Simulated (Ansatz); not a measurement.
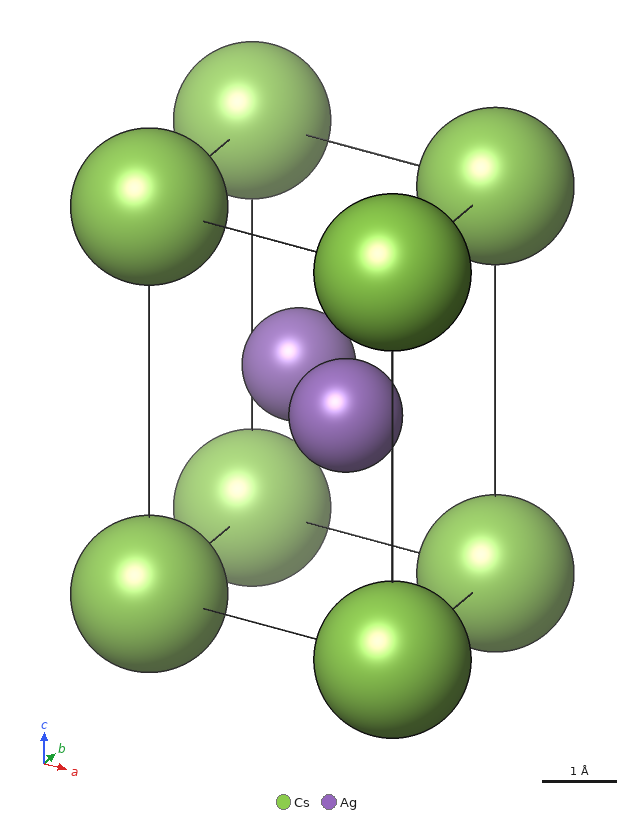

Shown here is a spheres-only view of the crystal, taken slightly off an axis. Lines trace the edges of the conventional unit cell.

CsAg2, AlB₂ type, space group P6/mmm (No. 191), a = 4.850 Å, b = 4.850 Å, c = 5.462 Å, α = 90.00°, β = 90.00°, γ = 120.00°. The model was built from a structure type filled with these elements by a generator (whether the compound takes this form wasn't checked). Earlier steps of the study may have refined or changed the cell and positions. It was run through Ansatz as a DFT input.

This one geometry was computed with Ansatz (DFT, plane waves, PAW) at three levels of theory: r2SCAN, PBE and PBE with spin-orbit coupling.

Q: How does the band gap change with the level of theory?

A: All levels give a metal.

Q: Collect the results in a table.

A:
| level | cutoff (eV) | k-mesh of the run's cell | gap (eV) | pressure (GPa) |
| --- | --- | --- | --- | --- |
| r2SCAN | 500 | 12×12×8 | metal | -1.0 |
| PBE | 420 | 12×12×8 | metal | 0.0 |
| PBE with spin-orbit coupling | 420 | 12×12×8 | metal | 0.0 |

Gaps are taken on the k-mesh or band path of each run.
